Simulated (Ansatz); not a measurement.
# F$_{3}$H$_{3}$OW: what the fields show

```xyz
8

W     0.2991   -0.0011    0.0543
H    -0.1599    0.2542    1.6684
F     1.9851    0.2201    0.9342
F     0.3339    1.8370   -0.2300
H    -1.3731    0.0690    0.3372
O     0.3295   -1.8254    0.2660
H     0.3311   -2.7905    0.3656
F    -0.4246   -0.1304   -1.7138
```

Core potentials replace the inner electrons of W.

Method: RKS PBE-D4/def2-SVP (Ansatz 0.2.0).

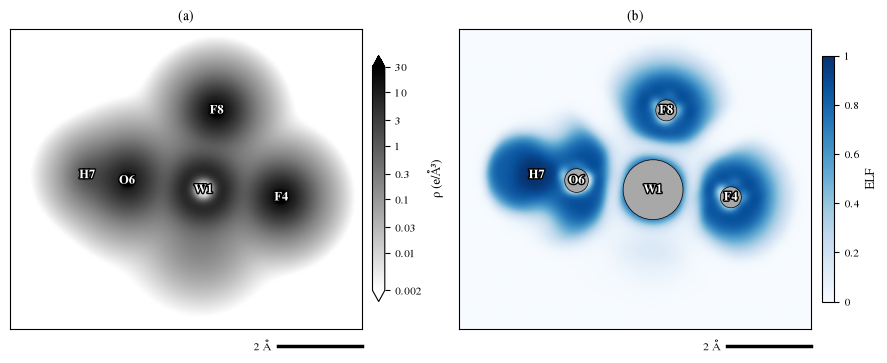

Figure 1. (a) electron density; (b) electron localisation function on the plane of atoms F4, W1 and F8. Grey discs cover the atomic cores in the ELF map.

What does the map show?

Answer.
- Atoms in the plane: W, F, O and H.
- W–O (1.84 Å): ρ at the midpoint is about 1.1 e/Å³; the ELF peaks at about 0.85 in the valence shell of O, 0.5 Å from its nucleus, and drops to about 0.20 between the two atoms.
- W–F (1.86 Å): ρ at the midpoint is about 1.1 e/Å³; the ELF peaks at about 0.85 in the valence shell of F, 0.5 Å from its nucleus, and drops to about 0.25 between the two atoms.
- O–H (0.97 Å): the density is about 3.7 e/Å³ at the midpoint; the ELF climbs to about 1 towards the hydrogen, as it does in any bond to H (an ordinary covalent bond to hydrogen).
- W–F (1.91 Å): ρ is about 0.98 e/Å³ halfway; the ELF peaks at about 0.85 in the valence shell of F, 0.5 Å from its nucleus, and drops to about 0.20 between the two atoms.

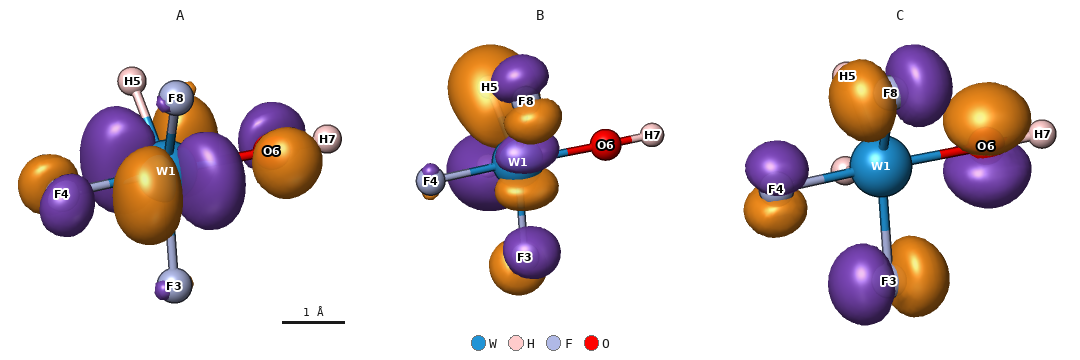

Figure 2. Three frontier orbitals at ±0.15 Å⁻³ᐟ² (orange and purple are the two phases), in no order.

Order the three orbitals by energy and name them.

Answer. C is the HOMO−1 (−8.91 eV). It lies mainly on F3 (about 30 %), F8 (about 30 %), O6 (about 25 %) and F4 (about 10 %); largely a combination of lone pairs on F3, F8, O6 and F4. B is the HOMO (−6.89 eV). It lies mainly on W1 (about 30 %), H2 (about 20 %), H5 (about 20 %), F3 (about 15 %) and F8 (about 15 %). A is the LUMO (−4.31 eV). By Hirshfeld shares it lies mainly on W1 (about 65 %), O6 (about 15 %) and F4 (about 10 %).

What is the HOMO–LUMO gap?

Answer. 2.58 eV between the orbital energies.

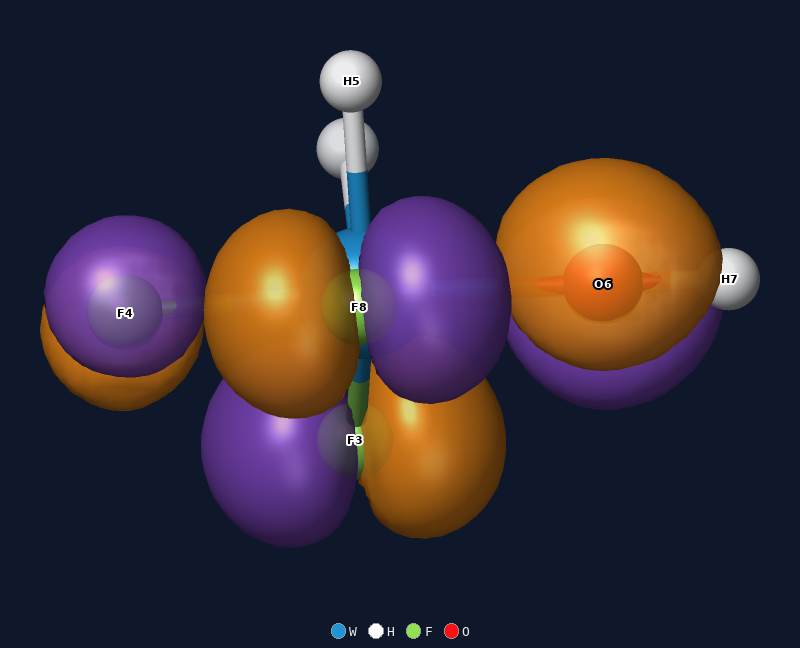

Figure 3. The HOMO−1 at ±0.1 Å⁻³ᐟ² (orange and purple are the two phases), seen from one side.

What is the character of this orbital?

Answer. It lies mainly on F3 (about 30 %), F8 (about 30 %), O6 (about 25 %) and F4 (about 10 %); largely a combination of lone pairs on F3, F8, O6 and F4. Its energy is −8.91 eV.
